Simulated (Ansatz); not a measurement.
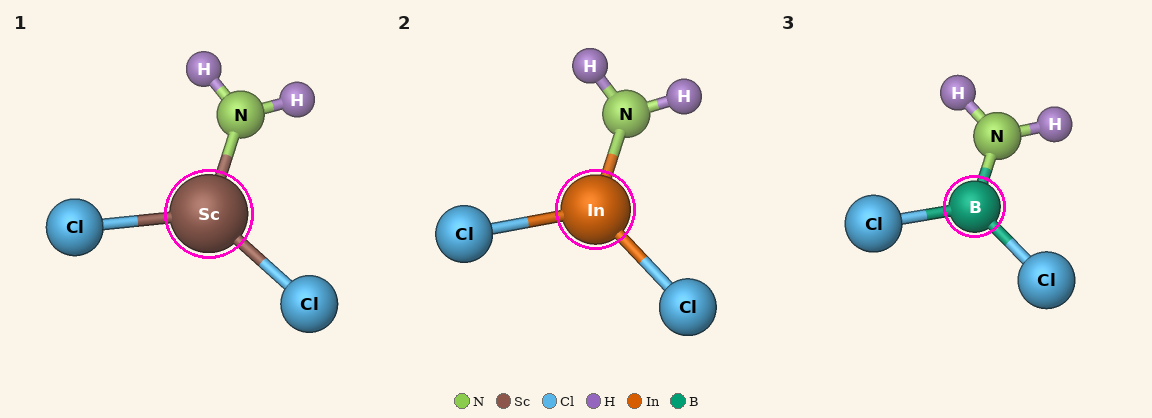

3 molecules with one skeleton, seen from the same side and at one scale; the atom that differs is circled. Charge 0, singlet. Computed geometries: PBE0-D4/def2-TZVP optimisations, one conformation each. Properties computed with Ansatz 0.2.0. Elements past Kr carry core potentials.

One atom differs, called X below: Sc in panel 1, In in panel 2, B in panel 3. Their formulas are Cl2H2NSc (`[NH2][Sc]([Cl])[Cl]`), Cl2H2InN (`[NH2][In]([Cl])[Cl]`), BCl2H2N (`NB(Cl)Cl`).

Rank them by the length of X–N, lowest first (PBE0-D4/def2-TZVP).

Answer. 3 (B), 1 (Sc), 2 (In).

Rank them by the mean length of X–Cl, lowest first (PBE0-D4/def2-TZVP).

Answer. 3 (B), 1 (Sc), 2 (In).

Give the values. With PBE0-D4/def2-TZVP: mean length of X–Cl (Å), length of X–N (Å), angle Cl–X–Cl (°). With r2SCAN-D4/def2-TZVPP: dipole moment (D), HOMO energy (Kohn–Sham orbital) (eV), HOMO–LUMO gap (eV).

```tsv
quantity	1 (Sc)	2 (In)	3 (B)
mean length of X–Cl (Å)	2.300	2.308	1.761
length of X–N (Å)	1.940	2.000	1.384
angle Cl–X–Cl (°)	127.4	116.9	119.5
dipole moment (D)	2.80	2.98	2.81
HOMO energy (Kohn–Sham orbital) (eV)	−7.01	−7.02	−7.49
HOMO–LUMO gap (eV)	3.91	4.29	7.00
```
